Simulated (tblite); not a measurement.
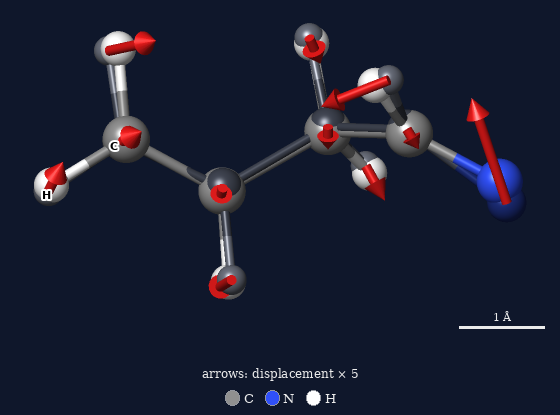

A relaxation of C4H6N (multiplicity 2). The starting structure is drawn faded, the final one solid; red arrows show the displacements, magnified 5 times. The two geometries are superimposed by the best rigid fit.

The picture is a ball-and-stick view, seen face on.

Level of theory: GFN2-xTB geometry optimisation, gas phase in tblite 0.8.0. 

Describe the change and its energy.

Answer. The atom that moves furthest after the best rigid fit is the N atom (0.27 Å). Largest moves by element: N 0.27 Å, H 0.19 Å, C 0.08 Å. Near-neighbour distances that change, for instance: C–N 1.466 → 1.215 Å, C–C 1.496 → 1.535 Å, C–H 1.105 → 1.082 Å, C–H 1.091 → 1.098 Å. Bond angles that change, for instance: C–C–H 120.0° → 111.0°, C–C–N 119.7° → 126.4°, C–C–H 111.2° → 107.8°. After 53 geometry steps the energy has fallen by 147.7 kJ/mol.
